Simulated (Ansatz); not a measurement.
## Ligand exchange: CHBrCl2 + C2H6Sn → CH2BrCl + C2H5ClSn

Species: CHBrCl2 (bromodichloromethane) `ClC(Cl)Br`, singlet; C2H6Sn `C=[CH][SnH3]`, singlet; CH2BrCl (bromochloromethane) `ClCBr`, singlet; C2H5ClSn `C=[CH][SnH2][Cl]`, singlet. The partners trade Cl for H: C–Cl and Sn–H bonds give way to C–H and Sn–Cl.

Shapes, held fixed at every level: PBE0-D4/def2-TZVP. Flexible molecules stand in one conformer, not always the lowest. Programs: Ansatz 0.2.0. The zero-point and thermal change to 298 K, harmonic and unscaled (PBE0-D4/def2-TZVP), is +11.8 kJ/mol.

```
                level                    kind  ΔH(298 K) (kJ/mol)  less CCSD(T)/def2-TZVPP  CPU time (sum over the molecules)
          HF/def2-SVP            Hartree–Fock              -201.7                    -35.6                                  –
     SPW92/def2-TZVPP                     LDA              -144.1                    +22.0                               16 s
r2SCAN0-D4/def2-TZVPP           global hybrid              -174.1                     -8.0                               40 s
   wB97M-V/def2-TZVPP  range-separated hybrid              -168.0                     -1.9                               83 s
    B2PLYP/def2-TZVPP           double hybrid              -172.1                     -6.0                               40 s
      CCSD/def2-TZVPP   coupled cluster or CI              -171.1                     -5.0                                  –
   CCSD(T)/def2-TZVPP   coupled cluster or CI              -166.1                      0.0                            6.4 min
```

The highest level, CCSD(T)/def2-TZVPP, gives ΔH(298 K) = -166.1 kJ/mol; the levels span -201.7 to -144.1. The column of differences is taken from that level and isn't an error. No measured value is set beside it here. For atoms past krypton def2 sets carry core potentials with scalar relativity. Relativity is left out for Br unless named. Correlated rows may include outer-core shells of Br, Sn, which these sets cover unevenly. Times are processor times on shared x86 and Arm servers, and rough.

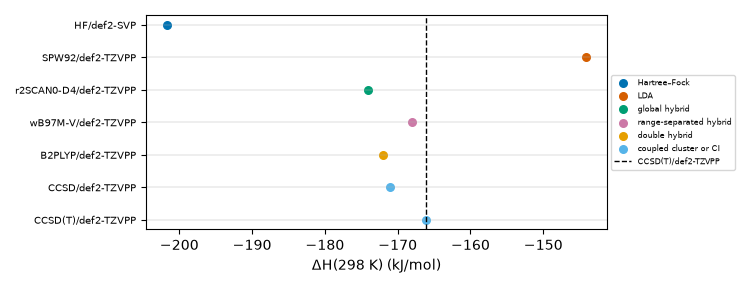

The values of the table, level by level.
